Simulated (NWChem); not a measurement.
# C2H4OSi: energy and gradient calculation (part 2 of 2)

The same run, continued: C2H4OSi, SMILES O=C=C[SiH3]; TPSSh/cc-pVDZ, RKS (NWChem 7.2.2). The geometry comes from this level: PBE0-D4/def2-TZVP.

Geometry of the input (Å):
```
O  1.4344  -1.2849  1.9472
C  1.1869  -0.6447  1.0178
C  0.8669  0.0721  -0.0273
Si -0.9049  0.2786  -0.5079
H  1.6787  0.5273  -0.5831
H  -1.2911  1.7137  -0.4893
H  -1.1429  -0.2454  -1.8781
H  -1.7359  -0.4740  0.4650
```

## Log, continued
```
             Grid Information
             ----------------
          Grid used for XC integration:  fine
          Radial quadrature: Mura-Knowles
          Angular quadrature: Lebedev.
          Tag              B.-S. Rad. Rad. Pts. Rad. Cut. Ang. Pts.
          ---              ---------- --------- --------- ---------
          O                   0.60       70          12.0       590
          C                   0.70       70          11.0       590
          Si                  1.10      123           9.0       770
          H                   0.35       60          11.0       590
          Grid pruning is: on
          Number of quadrature shells:   573
          Spatial weights used:  Erf1

          Convergence Information
          -----------------------
          Convergence aids based upon iterative change in
          total energy or number of iterations.
          Levelshifting, if invoked, occurs when the
          HOMO/LUMO gap drops below (HL_TOL):  1.00D-02
          DIIS, if invoked, will attempt to extrapolate
          using up to (NFOCK): 10 stored Fock matrices.

                    Damping( 0%)  Levelshifting(0.5)       DIIS
                  --------------- ------------------- ---------------
          dE  on:    start            ASAP                start
          dE off:    2 iters        100 iters           100 iters

      Screening Tolerance Information
      -------------------------------
          Density screening/tol_rho:  1.00D-11
          AO Gaussian exp screening on grid/accAOfunc:  18
          CD Gaussian exp screening on grid/accCDfunc:  20
          XC Gaussian exp screening on grid/accXCfunc:  20
          Schwarz screening/accCoul:  1.00D-09

      Superposition of Atomic Density Guess
      -------------------------------------

 Sum of atomic energies:        -440.92834725

      Non-variational initial energy
      ------------------------------

 Total energy =    -442.758186
 1-e energy   =    -878.216574
 2-e energy   =     298.481377
 HOMO         =      -0.267546
 LUMO         =       0.008252

  WARNING: movecs_in_org=atomic not equal to movecs_in=./work.movecs
   Time after variat. SCF:      1.5

      3 Center 2 Electron Integral Information
      ----------------------------------------
          Maximum number of 3-center 2e- integrals is:         1548800.
            This is reduced with Schwarz screening to:          968968.
            Incore requires a per proc buffer size of:          876525.
          Minimum dble words available (all nodes) is:       524267908
                   This is reduced (for later use) to:       523897247
                      proc 0 Suggested buffer size is:          876525
                         Max Suggested buffer size is:          876525
                              no. integral batches is:            1000

           0.877 MW buffer allocated for incore 3-center
          2e- integral storage on stack.

     ---------------------------------------------
      Total Density - Mulliken Population Analysis
     ---------------------------------------------

    Atom       Charge   Shell Charges
 -----------   ------   -------------------------------------------------------
    1 O    8     8.47   2.00  0.88  0.88  2.95  1.74  0.02
    2 C    6     5.32   2.00  0.72  0.43  1.50  0.52  0.15
    3 C    6     6.59   2.00  0.73  0.52  2.15  1.15  0.03
    4 Si  14    13.57   2.00  2.01  0.76  0.46  6.00  1.31  0.83  0.19
    5 H    1     0.85   0.63  0.18  0.04
    6 H    1     1.07   0.69  0.37  0.01
    7 H    1     1.07   0.69  0.37  0.01
    8 H    1     1.06   0.69  0.36  0.01
   Time prior to 1st pass:      1.8

 Integral file          = ./work.aoints.0
 Record size in doubles =  65536        No. of integs per rec  =  43688
 Max. records in memory =    167        Max. records in file   = 851661
 No. of bits per label  =      8        No. of bits per value  =     64

 #quartets = 2.597D+05 #integrals = 5.011D+06 #direct =  0.0% #cached =100.0%

 Grid_pts file          = ./work.gridpts.0
 Record size in doubles =  12289        No. of grid_pts per rec  =   3070
 Max. records in memory =    159        Max. recs in file   =   4541826

           Memory utilization after 1st SCF pass:
           Heap Space remaining (MW):      249.23           249226062
          Stack Space remaining (MW):      261.27           261265772

   convergence    iter        energy       DeltaE   RMS-Dens  Diis-err    time
 ---------------- ----- ----------------- --------- --------- ---------  ------
 d= 0,ls=0.0,diis     1   -443.2621523012 -5.80D+02  1.53D-02  6.03D-01     6.3
 d= 0,ls=0.0,diis     2   -443.0777897927  1.84D-01  1.08D-02  2.71D+00     8.0
 d= 0,ls=0.0,diis     3   -443.3314747696 -2.54D-01  3.44D-03  1.05D-01     9.6
 d= 0,ls=0.0,diis     4   -443.3381833310 -6.71D-03  1.72D-03  3.56D-02    11.3
 d= 0,ls=0.0,diis     5   -443.3429990433 -4.82D-03  3.01D-04  1.03D-03    13.1
  Resetting Diis
 d= 0,ls=0.0,diis     6   -443.3431662372 -1.67D-04  3.34D-05  8.38D-06    15.0
 d= 0,ls=0.0,diis     7   -443.3431675287 -1.29D-06  1.71D-05  6.42D-07    16.8
 d= 0,ls=0.0,diis     8   -443.3431674515  7.72D-08  1.12D-05  1.45D-06    18.6
 d= 0,ls=0.0,diis     9   -443.3431676011 -1.50D-07  3.21D-06  2.27D-07    20.5
 d= 0,ls=0.0,diis    10   -443.3431676263 -2.52D-08  3.53D-07  1.79D-09    22.3
 d= 0,ls=0.0,diis    11   -443.3431676265 -2.09D-10  1.05D-07  8.48D-11    24.2

         Total DFT energy =     -443.343167626537
      One electron energy =     -880.735961718779
           Coulomb energy =      342.278391553842
    Exchange-Corr. energy =      -41.862608516591
 Nuclear repulsion energy =      136.977011054990

 Numeric. integr. density =       38.000000497635

     Total iterative time =     22.4s

     ---------------------------------------------
      Total Density - Mulliken Population Analysis
     ---------------------------------------------

    Atom       Charge   Shell Charges
 -----------   ------   -------------------------------------------------------
    1 O    8     8.10   2.01  0.87  0.87  2.81  1.52  0.02
    2 C    6     5.82   2.01  0.73  0.38  1.95  0.60  0.16
    3 C    6     6.32   2.01  0.64  0.48  2.15  0.99  0.04
    4 Si  14    13.67   2.00  2.03  0.76  0.42  6.01  1.52  0.69  0.25
    5 H    1     0.92   0.73  0.16  0.03
    6 H    1     1.06   0.74  0.31  0.01
    7 H    1     1.06   0.74  0.31  0.01
    8 H    1     1.06   0.74  0.31  0.01

     -------------------------------------------
      Total Density - Lowdin Population Analysis
     -------------------------------------------

    Atom       Charge   Shell Charges
 -----------   ------   -------------------------------------------------------
    1 O    8     7.88   1.90  0.84  0.72  2.64  1.74  0.04
    2 C    6     6.00   1.86  0.64  0.37  1.73  0.98  0.41
    3 C    6     6.32   1.87  0.57  0.41  1.94  1.40  0.12
    4 Si  14    13.65   2.00  1.80  0.67  0.42  5.92  1.43  1.02  0.40
    5 H    1     0.94   0.59  0.25  0.09
    6 H    1     1.07   0.63  0.41  0.03
    7 H    1     1.07   0.63  0.41  0.03
    8 H    1     1.07   0.63  0.41  0.03

 center of mass
 --------------
 x =   0.51864631 y =  -0.47490892 z =   0.69068722

 moments of inertia (a.u.)
 ------------------
         384.422527327283         143.644376409638        -233.984739227331
         143.644376409638         572.199108628006         164.890136807413
        -233.984739227331         164.890136807413         420.668629281553

     Multipole analysis of the density
     ---------------------------------

     L   x y z        total         alpha         beta         nuclear
     -   - - -        -----         -----         ----         -------
     0   0 0 0      0.000000    -19.000000    -19.000000     38.000000

     1   1 0 0      0.098929     -8.112451     -8.112451     16.323831
     1   0 1 0      0.241502      7.956311      7.956311    -15.671120
     1   0 0 1     -0.330460    -11.432249    -11.432249     22.534038

     2   2 0 0    -22.482541    -99.964128    -99.964128    177.445716
     2   1 1 0      1.118318     41.116089     41.116089    -81.113860
     2   1 0 1     -1.376115    -66.533531    -66.533531    131.690947
     2   0 2 0    -24.709096    -48.634999    -48.634999     72.560901
     2   0 1 1      0.542300     48.214548     48.214548    -95.886797
     2   0 0 2    -25.302844    -92.084487    -92.084487    158.866131

 Parallel integral file used     115 records with       0 large values

            General Information
            -------------------
          SCF calculation type: DFT
          Wavefunction type:  closed shell.
          No. of atoms     :     8
          No. of electrons :    38
           Alpha electrons :    19
            Beta electrons :    19
          Charge           :     0
          Spin multiplicity:     1
          Use of symmetry is: off; symmetry adaption is: off
          Maximum number of iterations: 100
          AO basis - number of functions:    80
                     number of shells:    38
          A Charge density fitting basis will be used.
          CD basis - number of functions:   242
                     number of shells:    82
          Convergence on energy requested:  1.00D-08
          Convergence on density requested:  1.00D-05
          Convergence on gradient requested:  5.00D-04

              XC Information
              --------------
                  TPSS hybrid Method XC Functional
                     Hartree-Fock (Exact) Exchange  0.100
                  TPSS metaGGA Exchange Functional  0.900
             TPSS03 metaGGA Correlation Functional  1.000

             Grid Information
             ----------------
          Grid used for XC integration:  fine
          Radial quadrature: Mura-Knowles
          Angular quadrature: Lebedev.
          Tag              B.-S. Rad. Rad. Pts. Rad. Cut. Ang. Pts.
          ---              ---------- --------- --------- ---------
          O                   0.60       70          12.0       590
          C                   0.70       70          11.0       590
          Si                  1.10      123           9.0       770
          H                   0.35       60          11.0       590
          Grid pruning is: on
          Number of quadrature shells:   573
          Spatial weights used:  Erf1

          Convergence Information
          -----------------------
          Convergence aids based upon iterative change in
          total energy or number of iterations.
          Levelshifting, if invoked, occurs when the
          HOMO/LUMO gap drops below (HL_TOL):  1.00D-02
          DIIS, if invoked, will attempt to extrapolate
          using up to (NFOCK): 10 stored Fock matrices.

                    Damping( 0%)  Levelshifting(0.5)       DIIS
                  --------------- ------------------- ---------------
          dE  on:    start            ASAP                start
          dE off:    2 iters        100 iters           100 iters

      Screening Tolerance Information
      -------------------------------
          Density screening/tol_rho:  1.00D-11
          AO Gaussian exp screening on grid/accAOfunc:  18
          CD Gaussian exp screening on grid/accCDfunc:  20
          XC Gaussian exp screening on grid/accXCfunc:  20
          Schwarz screening/accCoul:  1.00D-09

  int_init: cando_txs set to always be  F
  intd_init: cando_txs set to always be  F

                            NWChem DFT Gradient Module
                            --------------------------

  charge          =   0.00
  wavefunction    = closed shell

                         DFT ENERGY GRADIENTS

    atom               coordinates                        gradient
                 x          y          z           x          y          z
   1 O       2.710623  -2.428109   3.679674   -0.006882   0.017681  -0.025674
   2 C       2.242916  -1.218306   1.923363    0.001319  -0.006916   0.009896
   3 C       1.638203   0.136249  -0.051590    0.001911  -0.006262   0.009053
   4 Si     -1.710013   0.526478  -0.959792    0.004771  -0.000924   0.001743
   5 H       3.172283   0.996453  -1.101899   -0.004850  -0.002986   0.003690
   6 H      -2.439825   3.238423  -0.924643    0.001170  -0.002881   0.000070
   7 H      -2.159768  -0.463739  -3.549094    0.000877   0.001007   0.002852
   8 H      -3.280375  -0.895730   0.878723    0.001683   0.001281  -0.001629

                 ----------------------------------------
                 |  Time  |  1-e(secs)   |  2-e(secs)   |
                 ----------------------------------------
                 |  CPU   |       0.01   |       9.67   |
                 ----------------------------------------
                 |  WALL  |       0.01   |       9.67   |
                 ----------------------------------------

 Task  times  cpu:       38.8s     wall:       39.0s
 Total times  cpu:       38.8s     wall:       39.0s
```

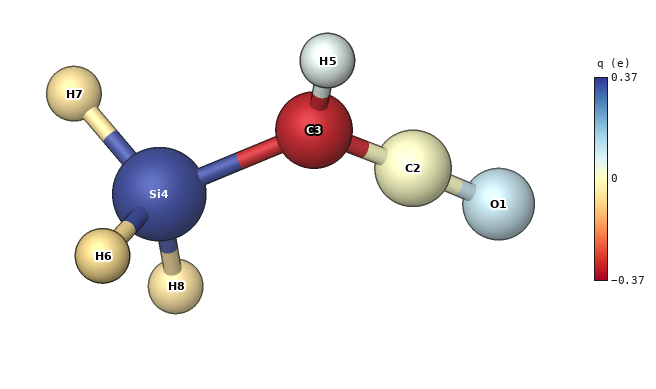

Fig. 1: Löwdin charges, as the colour of each atom (ball-and-stick view, seen at an oblique angle; atoms are numbered from 1 in the order of the input). By element: O +0.12, C −0.32 to 0.00, Si +0.35 and H −0.07 to +0.06 e.

## Results in brief

| quantity | value |
| --- | --- |
| outcome | converged |
| total energy | −443.343168 hartree |
| basis functions | 80 |
| largest force | 1.642 eV/Å |
| dipole moment | 1.07 D |
| hardware | 56 threads of Arm Neoverse N1, 90 GiB of memory available, host not shared |
| wall time | 39 s (CPU time 39 s) |
| peak memory | 0.16 GiB |
